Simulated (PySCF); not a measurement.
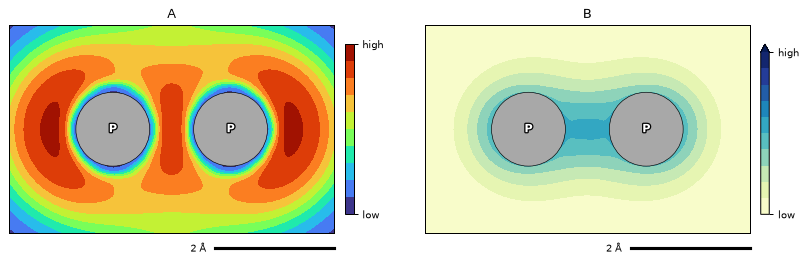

P$_{2}$ (charge −1, doublet): 2 fields on a plane that holds the molecular axis, with unlabelled colour scales. Grey discs cover the atomic cores.

These are results of PBE0/aug-cc-pVDZ(-PP), non-relativistic Hamiltonian with scalar-relativistic core potentials where named, at a bond length of 1.978 Å (PySCF), not measurements.

Which field does each panel show? The fields are: electron density and electron localisation function.

Answer. Panel A: electron localisation function. Panel B: electron density. From the grid: P–P (1.98 Å): ρ at the midpoint is about 1 e/Å³; the ELF peaks at about 0.85 between the atoms: a covalent bond.
